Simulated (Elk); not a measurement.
Band structure of TePd3 (I4/mmm, 4 atoms in the cell).

```xyz
4
Lattice="-2.2055 2.2055 3.2635 2.2055 -2.2055 3.2635 2.2055 2.2055 -3.2635" Properties=species:S:1:pos:R:3 pbc="T T T"
Te     0.0000     0.0000     0.0000
Pd     0.0000     2.2055     1.6317
Pd     2.2055     0.0000     1.6317
Pd     0.0000     0.0000     3.2635
```

Method: LDA (PW92), all-electron FP-LAPW, Elk's shipped species files, APW+lo basis with extra local orbitals in Elk.

Settings: xctype = 3; rgkmax = 7.5; stype = 0; swidth = 0.00734986 Ha; ngridk = 9 9 9; gmaxvr = 18 1/bohr; lmaxapw = 10; lmaxo = 8; nxlo = 2; lorbcnd = true; lradstp = 2; nrmtscf = 2; rmtscf = 0.94; lmaxi = 4.

The starting cell comes from a database of computed structures (which also holds hypothetical and non-ambient phases and stackings), without a prior relaxation at this level. Its lattice was rescaled by a random factor within 2.5 % of one. Spin-orbit coupling is off. Spin polarisation is off. Values depend on the basis (sphere radii, cutoffs, local orbitals), which need not be converged.

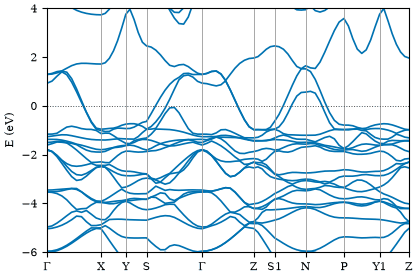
*Bands along the path, energies from the Fermi level.*

Levels in eV from the Fermi level, bands 33 to 40:
```tsv
point	33	34	35	36	37	38	39	40
Γ	-1.27	-1.17	0.93	1.28	1.28	5.14	5.14	5.25
X	-1.40	-1.14	-1.02	-0.96	1.71	3.73	7.13	8.20
Y	-1.54	-1.36	-0.94	-0.75	3.75	5.06	5.33	5.96
S	-1.32	-0.97	-0.96	-0.64	2.46	5.48	5.89	7.00
Z	-1.42	-1.32	-0.98	-0.98	1.96	4.16	6.63	8.36
S1	-1.32	-0.97	-0.96	-0.64	2.46	5.48	5.89	7.00
N	-1.37	-1.21	0.56	1.51	1.64	3.94	4.28	5.25
P	-1.75	-0.98	-0.98	-0.79	3.58	4.48	5.47	5.47
Y1	-1.54	-1.36	-0.94	-0.75	3.75	5.06	5.33	5.96
```

Bands cross the Fermi level along this path, so the cell is metallic at this level.
